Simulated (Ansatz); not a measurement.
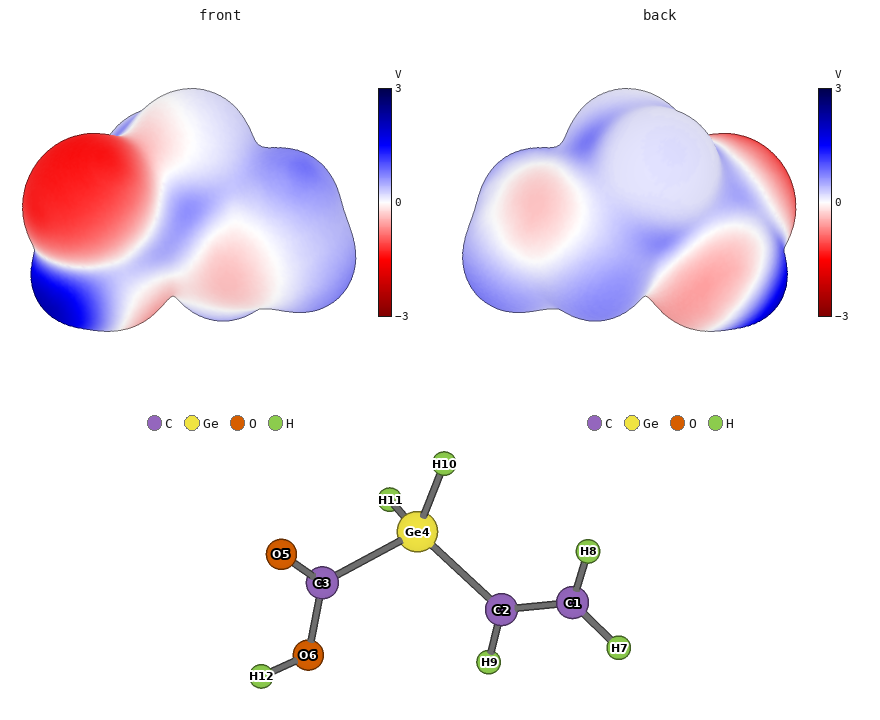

The picture shows: C₃H₆GeO₂. The electrostatic potential painted on the density surface at 0.001 e/bohr³, seen from the front and from behind; the colour scale runs from red (negative) to blue (positive). The bare structure is drawn below in the same view.

Geometry: B3LYP-D3(BJ)/def2-SVP.

All numbers below come from isolated molecule in a Gaussian basis; Kohn-Sham density functional theory, functional PBE0 (Ansatz).

```json
{"atom": "C", "x (Å)": "-1.3360", "y (Å)": "0.8448", "z (Å)": "0.2442"}
{"atom": "C", "x (Å)": "-0.6922", "y (Å)": "-0.1200", "z (Å)": "0.9108"}
{"atom": "C", "x (Å)": "2.1835", "y (Å)": "-0.2573", "z (Å)": "2.3716"}
{"atom": "Ge", "x (Å)": "0.2381", "y (Å)": "0.1832", "z (Å)": "2.5902"}
{"atom": "O", "x (Å)": "3.1060", "y (Å)": "0.3811", "z (Å)": "2.8062"}
{"atom": "O", "x (Å)": "2.3494", "y (Å)": "-1.3994", "z (Å)": "1.6670"}
{"atom": "H", "x (Å)": "-1.8425", "y (Å)": "0.6514", "z (Å)": "-0.7084"}
{"atom": "H", "x (Å)": "-1.3892", "y (Å)": "1.8741", "z (Å)": "0.6168"}
{"atom": "H", "x (Å)": "-0.6606", "y (Å)": "-1.1339", "z (Å)": "0.4938"}
{"atom": "H", "x (Å)": "0.1354", "y (Å)": "1.6593", "z (Å)": "3.0067"}
{"atom": "H", "x (Å)": "-0.2934", "y (Å)": "-0.7411", "z (Å)": "3.7053"}
{"atom": "H", "x (Å)": "3.3111", "y (Å)": "-1.5620", "z (Å)": "1.6060"}
```

Where is the surface potential most negative and most positive?

Answer. The most negative region (about −1.4 V) lies over O5, the most positive (about +2.0 V) over H12. O5 is the likeliest acceptor of a hydrogen bond.

What dipole moment does the calculation give?

Answer. Its dipole moment is 2.07 D.
